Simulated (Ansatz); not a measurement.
**GaH2O (SMILES [OH][GaH]): a chain of runs**

We compute energy and gradient (doublet GaH2O, UHF/def2-SV(P)), then energy and gradient (quartet GaH2O, UHF/def2-SV(P)), then energy and forces (doublet GaH2O, UHF/def2-SVP), then energy and gradient (quartet GaH2O, UHF/def2-SVP), then energy and gradient (doublet GaH2O, UHF/def2-TZVP) of GaH2O and its partners. 

The results are computed with Ansatz 0.2.0.

## Step 1: The molecule

GaH2O: 4 atoms, total charge 0, spin state doublet. SMILES: `[OH][GaH]`. The shape comes from a force field and isn't a relaxed structure.

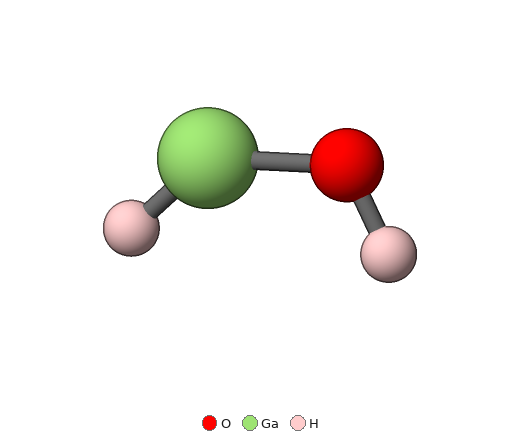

The structure, seen from a chosen angle (oxygen red, gallium green, hydrogen pink).

## Step 2: Energy and forces at UHF/def2-SV(P) (run 1)

Input file in.yaml:

```yaml
basis:
  gaussian:
    orbitals: def2-SVP.json
crystal:
  periodic: [false, false, false]
  atoms:
    - {symbol: O, position_ang: [0.319700, -0.807300, 0.493000]}
    - {symbol: Ga, position_ang: [0.445500, 0.666900, -0.035100]}
    - {symbol: H, position_ang: [-0.527400, -1.330800, 0.204300]}
    - {symbol: H, position_ang: [-0.182300, 1.411000, -0.682500]}
magnetization:
  spin_polarized: true
  initial_magnetization: 1
hamiltonian:
  xc: hf
output:
  forces: true
  orbitals: {seedname: orbitals}
```

The basis set def2-SV(P) is read from a file made from the Basis Set Exchange's data (not shown).

Command:

```bash
$ ansatz run in.yaml --threads 1 --pin off --max-ram 2610MiB --events-out events.jsonl --progress --plain --runs-dir runs
```

The log of the run:

```text
Warning: RAYON_NUM_THREADS=1 ignored (pool sized by the plan → 1); use --threads N
Functional definition: HF
  name "HF"
  exchange = exact_x
  correlation = 0
510 factors; integrals over basis functions are off by at most 7.8e-4 eV
mean field evaluation 1: about -54387.1825 eV, gradient 2.6e1 eV
mean field evaluation 2: about -54387.2146 eV, gradient 2.6e1 eV
mean field evaluation 4: about -54390.2126 eV, gradient 2.1e0 eV
mean field evaluation 8: about -54390.3102 eV, gradient 2.2e-1 eV
mean field -54390.31124402 eV, -1998.8070711408 hartree, gradient 2.6e-5 eV, S^2 0.752455; 0 other end points of the search recorded, 0 dependent functions left out
the calculation of the forces begins
reference -54390.31124402 eV, -1998.8070711408 hartree; 21, 20 occupied and 29, 30 virtual orbitals, 510 factors
Total energy: -54390.31124402 eV, -1998.8070711408 hartree
Atom 0 at     0.319700    -0.807300     0.493000 Å, force    -4.559479   -10.868479     1.723611 eV/Å
Atom 1 at     0.445500     0.666900    -0.035100 Å, force    10.269621     0.118341     5.656860 eV/Å
Atom 2 at    -0.527400    -1.330800     0.204300 Å, force     3.035805     1.359667     1.262227 eV/Å
Atom 3 at    -0.182300     1.411000    -0.682500 Å, force    -8.745947     9.390471    -8.642698 eV/Å
Dipole moment:    -0.519540    -0.096929    -0.263758 e Å
```

Run time: 0.6 s. Hardware: 1 thread of Arm Neoverse V2, shared host; peak memory 0.11 GiB.

## Step 3: The quartet: energy and gradient at UHF/def2-SV(P) (run 2)

Input file molecule.yaml:

```yaml
crystal:
  periodic: [false, false, false]
  atoms:
    - {symbol: O, position_ang: [0.319700, -0.807300, 0.493000]}
    - {symbol: Ga, position_ang: [0.445500, 0.666900, -0.035100]}
    - {symbol: H, position_ang: [-0.527400, -1.330800, 0.204300]}
    - {symbol: H, position_ang: [-0.182300, 1.411000, -0.682500]}
basis:
  gaussian: {orbitals: def2-SVP.json}
magnetization: {spin_polarized: true, initial_magnetization: 3}
hamiltonian: {xc: hf}
output: {forces: true}
```

The basis set def2-SV(P) is read from a file made from the Basis Set Exchange's data (not shown).

Command:

```bash
$ ansatz run molecule.yaml --threads 1 --pin off --max-ram 2610MiB --events-out events.jsonl --progress --plain --runs-dir runs
```

The log of the run, cut to the lines that bear on the results:

```text
Warning: RAYON_NUM_THREADS=1 ignored (pool sized by the plan → 1); use --threads N
[... 2 set-up lines as earlier in the session ...]
[...]
510 factors; integrals over basis functions are off by at most 7.8e-4 eV
[...]
mean field -54384.32316039 eV, -1998.5870131261 hartree, gradient 1.6e-5 eV, S^2 3.759633; 4 other end points of the search recorded, 0 dependent functions left out
[...]
reference -54384.32316039 eV, -1998.5870131261 hartree; 22, 19 occupied and 28, 31 virtual orbitals, 510 factors
Total energy: -54384.32316039 eV, -1998.5870131261 hartree
Atom 0 at     0.319700    -0.807300     0.493000 Å, force    -4.315386   -16.550933     4.258359 eV/Å
Atom 1 at     0.445500     0.666900    -0.035100 Å, force    11.259808     7.100564     3.315830 eV/Å
Atom 2 at    -0.527400    -1.330800     0.204300 Å, force     1.904175     0.508939     0.909536 eV/Å
Atom 3 at    -0.182300     1.411000    -0.682500 Å, force    -8.848597     8.941429    -8.483724 eV/Å
Dipole moment:    -0.649101    -1.008173     0.041650 e Å
```

It took 2.5 s on 1 thread of Arm Neoverse V2, shared host; peak memory 0.12 GiB.

## Step 4: Energy and gradient at UHF/def2-SVP (run 3)

Input file run.yaml:

```yaml
basis:
  gaussian:
    orbitals: def2-SVP
crystal:
  periodic: [false, false, false]
  atoms:
    - {symbol: O, position_ang: [0.319700, -0.807300, 0.493000]}
    - {symbol: Ga, position_ang: [0.445500, 0.666900, -0.035100]}
    - {symbol: H, position_ang: [-0.527400, -1.330800, 0.204300]}
    - {symbol: H, position_ang: [-0.182300, 1.411000, -0.682500]}
magnetization:
  spin_polarized: true
  initial_magnetization: 1
hamiltonian:
  xc: hf
total_charge: 0
output: {forces: true, orbitals: {seedname: orbitals}}
```

Command:

```bash
$ ansatz run run.yaml --threads 1 --pin off --max-ram 2610MiB --events-out events.jsonl --progress --plain --runs-dir runs
```

The log of the run, cut to the lines that bear on the results:

```text
Warning: RAYON_NUM_THREADS=1 ignored (pool sized by the plan → 1); use --threads N
[... 2 set-up lines as earlier in the session ...]
[...]
552 factors; integrals over basis functions are off by at most 1.2e-3 eV
[...]
mean field -54390.73852687 eV, -1998.8227734959 hartree, gradient 1.5e-5 eV, S^2 0.752601; 0 other end points of the search recorded, 0 dependent functions left out
[...]
reference -54390.73852687 eV, -1998.8227734959 hartree; 21, 20 occupied and 35, 36 virtual orbitals, 552 factors
Total energy: -54390.73852687 eV, -1998.8227734959 hartree
Atom 0 at     0.319700    -0.807300     0.493000 Å, force    -4.884818   -11.103448     1.626323 eV/Å
Atom 1 at     0.445500     0.666900    -0.035100 Å, force     9.904948     0.377134     5.349077 eV/Å
Atom 2 at    -0.527400    -1.330800     0.204300 Å, force     3.416674     1.637055     1.374384 eV/Å
Atom 3 at    -0.182300     1.411000    -0.682500 Å, force    -8.436804     9.089259    -8.349784 eV/Å
Dipole moment:    -0.515842    -0.104555    -0.258281 e Å
```

It took 0.68 s on 1 thread of Arm Neoverse V2, shared host; peak memory 0.12 GiB.

## Step 5: The quartet: energy and gradient at UHF/def2-SVP (run 4)

Input file input.yaml:

```yaml
crystal:
  periodic: [false, false, false]
  atoms:
    - {symbol: O, position_ang: [0.319700, -0.807300, 0.493000]}
    - {symbol: Ga, position_ang: [0.445500, 0.666900, -0.035100]}
    - {symbol: H, position_ang: [-0.527400, -1.330800, 0.204300]}
    - {symbol: H, position_ang: [-0.182300, 1.411000, -0.682500]}
basis:
  gaussian:
    orbitals: def2-SVP
magnetization:
  spin_polarized: true
  initial_magnetization: 3
hamiltonian:
  xc: hf
output:
  forces: true
```

Command:

```bash
$ ansatz run input.yaml --threads 1 --pin off --max-ram 2610MiB --events-out events.jsonl --progress --plain --runs-dir runs
```

The log of the run, cut to the lines that bear on the results:

```text
Warning: RAYON_NUM_THREADS=1 ignored (pool sized by the plan → 1); use --threads N
[... 2 set-up lines as earlier in the session ...]
[...]
552 factors; integrals over basis functions are off by at most 1.2e-3 eV
[...]
mean field -54384.76668028 eV, -1998.6033121814 hartree, gradient 1.6e-5 eV, S^2 3.759786; 4 other end points of the search recorded, 0 dependent functions left out
[...]
reference -54384.76668028 eV, -1998.6033121814 hartree; 22, 19 occupied and 34, 37 virtual orbitals, 552 factors
Total energy: -54384.76668028 eV, -1998.6033121814 hartree
Atom 0 at     0.319700    -0.807300     0.493000 Å, force    -4.651547   -16.767624     4.146451 eV/Å
Atom 1 at     0.445500     0.666900    -0.035100 Å, force    10.915727     7.312968     3.039045 eV/Å
Atom 2 at    -0.527400    -1.330800     0.204300 Å, force     2.295133     0.783513     1.029136 eV/Å
Atom 3 at    -0.182300     1.411000    -0.682500 Å, force    -8.559313     8.671143    -8.214633 eV/Å
Dipole moment:    -0.654123    -1.018188     0.042977 e Å
```

It took 2.9 s on 1 thread of Arm Neoverse V2, shared host; peak memory 0.12 GiB.

## Step 6: Energy and gradient at UHF/def2-TZVP (run 5)

Input file run.yaml:

```yaml
crystal:
  periodic: [false, false, false]
  atoms:
    - symbol: O
      position_ang: [0.319700, -0.807300, 0.493000]
    - symbol: Ga
      position_ang: [0.445500, 0.666900, -0.035100]
    - symbol: H
      position_ang: [-0.527400, -1.330800, 0.204300]
    - symbol: H
      position_ang: [-0.182300, 1.411000, -0.682500]
basis:
  gaussian:
    orbitals: def2-TZVP
output:
  forces: true
  orbitals: {seedname: orbitals}
magnetization:
  spin_polarized: true
  initial_magnetization: 1
hamiltonian:
  xc: hf
```

Command:

```bash
$ ansatz run run.yaml --threads 1 --pin off --max-ram 2610MiB --events-out events.jsonl --progress --plain --runs-dir runs
```

The log of the run, cut to the lines that bear on the results:

```text
Warning: RAYON_NUM_THREADS=1 ignored (pool sized by the plan → 1); use --threads N
[... 2 set-up lines as earlier in the session ...]
[...]
752 factors; their error is unknown
[...]
mean field -54400.23015179 eV, -1999.1715842781 hartree, gradient 1.2e-5 eV, S^2 0.752999; 0 other end points of the search recorded, 0 dependent functions left out
[...]
reference -54400.23015179 eV, -1999.1715842781 hartree; 21, 20 occupied and 70, 71 virtual orbitals, 752 factors
Total energy: -54400.23015179 eV, -1999.1715842781 hartree
Atom 0 at     0.319700    -0.807300     0.493000 Å, force    -4.851884   -10.884264     1.557650 eV/Å
Atom 1 at     0.445500     0.666900    -0.035100 Å, force     9.754751     0.105463     5.372538 eV/Å
Atom 2 at    -0.527400    -1.330800     0.204300 Å, force     3.461668     1.707008     1.371128 eV/Å
Atom 3 at    -0.182300     1.411000    -0.682500 Å, force    -8.364536     9.071792    -8.301317 eV/Å
Dipole moment:    -0.501584    -0.102066    -0.250240 e Å
```

Run time: 1.7 s. Hardware: 1 thread of Arm Neoverse V2, shared host; peak memory 0.17 GiB.

## Step 7: Results

| quantity | value |
| --- | --- |
| run 1, UHF/def2-SV(P): total energy | -1998.80707 Eh |
| run 1, UHF/def2-SV(P): dipole moment | 2.84 D |
| run 1, UHF/def2-SV(P): HOMO energy (highest over α and β) | -6.87 eV |
| run 1, UHF/def2-SV(P): LUMO energy (lowest over α and β) | 1.75 eV |
| run 1, UHF/def2-SV(P): ⟨S²⟩ | 0.752 |
| run 1, UHF/def2-SV(P): largest force on an atom | 15.472 eV/Å |
| quartet, run 2: total energy | -1998.58701 Eh |
| quartet, run 2: dipole moment | 5.76 D |
| quartet, run 2: ⟨S²⟩ | 3.760 |
| quartet, run 2: largest force on an atom | 17.626 eV/Å |
| run 3, UHF/def2-SVP: total energy | -1998.82277 Eh |
| run 3, UHF/def2-SVP: dipole moment | 2.82 D |
| run 3, UHF/def2-SVP: HOMO energy (highest over α and β) | -6.84 eV |
| run 3, UHF/def2-SVP: LUMO energy (lowest over α and β) | 1.76 eV |
| run 3, UHF/def2-SVP: ⟨S²⟩ | 0.753 |
| run 3, UHF/def2-SVP: largest force on an atom | 14.950 eV/Å |
| quartet, run 4: total energy | -1998.60331 Eh |
| quartet, run 4: dipole moment | 5.82 D |
| quartet, run 4: ⟨S²⟩ | 3.760 |
| quartet, run 4: largest force on an atom | 17.888 eV/Å |
| run 5, UHF/def2-TZVP: total energy | -1999.17158 Eh |
| run 5, UHF/def2-TZVP: dipole moment | 2.74 D |
| run 5, UHF/def2-TZVP: HOMO energy (highest over α and β) | -6.90 eV |
| run 5, UHF/def2-TZVP: LUMO energy (lowest over α and β) | 1.61 eV |
| run 5, UHF/def2-TZVP: ⟨S²⟩ | 0.753 |
| run 5, UHF/def2-TZVP: largest force on an atom | 14.872 eV/Å |
| vertical energy of the quartet above the doublet, UHF/def2-SV(P) | 5.988 eV |
| vertical energy of the quartet above the doublet, UHF/def2-SVP | 5.972 eV |

**Reading.** At UHF/def2-SV(P): at this shape the quartet lies 5.99 eV (578 kJ/mol) above the doublet. The largest force (run 5, UHF/def2-TZVP) is 14.87 eV/Å: the shape isn't a stationary point for this species at this level. The largest force (run 3, UHF/def2-SVP) is 14.95 eV/Å: the shape isn't a stationary point for this species at this level. The largest force (run 1, UHF/def2-SV(P)) is 15.47 eV/Å: the shape isn't a stationary point for this species at this level. At UHF/def2-SVP: at this shape the quartet lies 5.97 eV (138 kcal/mol) above the doublet. Mulliken charges (run 1, UHF/def2-SV(P)) run from -0.76 on O1 to +0.47 on Ga2; they depend strongly on the basis.
